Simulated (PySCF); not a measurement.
# BH2F− (SMILES [BH2-]F): UCCSD(T)/STO-6G

What is the energy change on altering one bond length of BH2F− at UCCSD(T)/STO-6G? Input form: a Python script.

Program for the calculation: PySCF 2.14.0.

10 further runs of the same task are left out: 10 set aside as unsound or not needed.

### Step 1. The system as given

BH2F− has 4 atoms, charge -1, and is taken as a doublet. As SMILES, `[BH2-]F`. The shape is that of a GFN2-xTB optimisation.

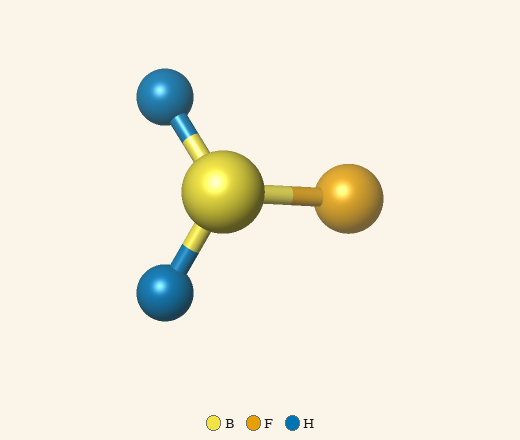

The structure, seen from a chosen angle (boron yellow, fluorine amber, hydrogen blue).

### Step 2. The energy at UCCSD(T)/STO-6G

run.py

```python
from pyscf import gto, scf, cc

molecule = gto.M(
    atom='''
B     -0.163159     0.575289     0.193470
F      1.950027    -0.885941     1.385094
H     -2.154930    -0.630545     0.484129
H      0.368043     0.941197    -2.062674
''',
    max_memory=1860,
    spin=1,
    charge=-1,
    basis='sto-6g',
    unit='bohr',
    verbose=4,
)

hf = scf.UHF(molecule)
hf.conv_tol = 1e-10
hf.kernel()
if not hf.converged:
    hf = hf.newton().run(hf.mo_coeff, hf.mo_occ)

mycc = cc.CCSD(hf, frozen=2)
mycc.kernel()
e_t = mycc.ccsd_t()
etot = mycc.e_tot + e_t
print('E = %.10f Eh' % etot)
```

Command:

```bash
$ OMP_NUM_THREADS=1 python run.py
```

Log:

```text
PySCF version 2.14.0

[INPUT] num. atoms = 4
[INPUT] num. electrons = 17
[INPUT] charge = -1
[INPUT] spin (= nelec alpha-beta = 2S) = 1
[INPUT] symmetry False subgroup None
[INPUT] Mole.unit = bohr
[INPUT] Symbol           X                Y                Z      unit          X                Y                Z       unit  Magmom
[INPUT]  1 B     -0.086340024556   0.304429828493   0.102379914997 AA   -0.163159000000   0.575289000000   0.193470000000 Bohr   0.0
[INPUT]  2 F      1.031909849079  -0.468819787420   0.732960179782 AA    1.950027000000  -0.885941000000   1.385094000000 Bohr   0.0
[INPUT]  3 H     -1.140339847128  -0.333670044460   0.256190033945 AA   -2.154930000000  -0.630545000000   0.484129000000 Bohr   0.0
[INPUT]  4 H      0.194759968239   0.498060003386  -1.091520074357 AA    0.368043000000   0.941197000000  -2.062674000000 Bohr   0.0

[... 72 lines left out ...]
converged SCF energy = -124.552846187894  <S^2> = 0.75498144  2S+1 = 2.0049753
[... 12 lines left out ...]
Init t2, MP2 energy = -0.0437643857764924
[... 13 lines left out ...]
UCCSD converged
[... 2 lines left out ...]
E = -124.6158274994 Eh
```

Run time: 0.91 s. Hardware: 1 thread of Arm Neoverse V1, shared host; peak memory 0.1 GiB.

### Step 3. The distorted shape, same level

geometry.xyz

```xyz
4

B      0.440655     0.623477     0.025476
F      1.558905    -0.149773     0.656056
H     -1.140340    -0.333670     0.256190
H      0.721755     0.817107    -1.168424
```

job.py

```python
from pyscf import gto, cc

mol = gto.M(
    atom='geometry.xyz',
    basis='sto-6g',
    charge=-1,
    verbose=3,
    spin=1,
    max_memory=1860,
)

mf = mol.UHF()
mf.conv_tol = 1e-10
mf.kernel()
if not mf.converged:
    mf = mf.newton().run(mf.mo_coeff, mf.mo_occ)

mycc = cc.CCSD(mf, frozen=2)
mycc.kernel()
e_t = mycc.ccsd_t()
etot = mycc.e_tot + e_t
print('E = %.10f Eh' % etot)
```

Command:

```bash
$ OMP_NUM_THREADS=1 python job.py
```

Log:

```text
converged SCF energy = -124.449800567577  <S^2> = 0.76858331  2S+1 = 2.0184978
E(UCCSD) = -124.5319714414707  E_corr = -0.08217087389351196
UCCSD(T) correction = -0.00226415185643448
E = -124.5342355933 Eh
```

Wall time 1.1 s (1 thread of Arm Neoverse V1, shared host); peak memory 0.12 GiB.

### Step 4. What came out

Level: UCCSD(T)/STO-6G, 2 core orbitals frozen.

| quantity | value |
| --- | --- |
| first shape: total energy | -124.61583 Eh |
| first shape: HOMO energy (Hartree–Fock orbitals) (highest over α and β) | 3.21 eV |
| first shape: LUMO energy (Hartree–Fock orbitals) (lowest over α and β) | 19.21 eV |
| first shape: correlation energy (2 core orbitals frozen) | -63.0 mEh |
| first shape: (T) correction | -1.28 mEh |
| first shape: ⟨S²⟩ of the reference determinant | 0.755 |
| first shape: T1 diagnostic | 0.011 |
| distorted shape: total energy | -124.53424 Eh |
| distorted shape: HOMO energy (Hartree–Fock orbitals) (highest over α and β) | 2.63 eV |
| distorted shape: LUMO energy (Hartree–Fock orbitals) (lowest over α and β) | 17.46 eV |
| distorted shape: correlation energy (2 core orbitals frozen) | -84.4 mEh |
| distorted shape: (T) correction | -2.26 mEh |
| distorted shape: ⟨S²⟩ of the reference determinant | 0.769 |
| distorted shape: T1 diagnostic | 0.020 |
| energy change with the B1–H3 bond stretched from 1.242 to 1.862 Å | 2.220 eV |

With the B1–H3 bond stretched from 1.242 to 1.862 Å the energy rises by 2.22 eV (51 kcal/mol). The first shape isn't relaxed at this level, so the change isn't measured from a minimum. The minimal basis adds a large error of its own. Mulliken charges (first shape) of the mean-field density run from -0.38 on F2 to -0.10 on B1; they depend strongly on the basis. The triples (first shape) make up 2.0 % of the correlation energy. The HOMO (first shape) lies at positive energy, 3.21 eV: the electron is unbound at this level or held by a compact basis; values depend on the basis. Mulliken charges (distorted shape) of the mean-field density run from -0.43 on H3 to -0.00 on B1. The triples (distorted shape) make up 2.7 % of the correlation energy.
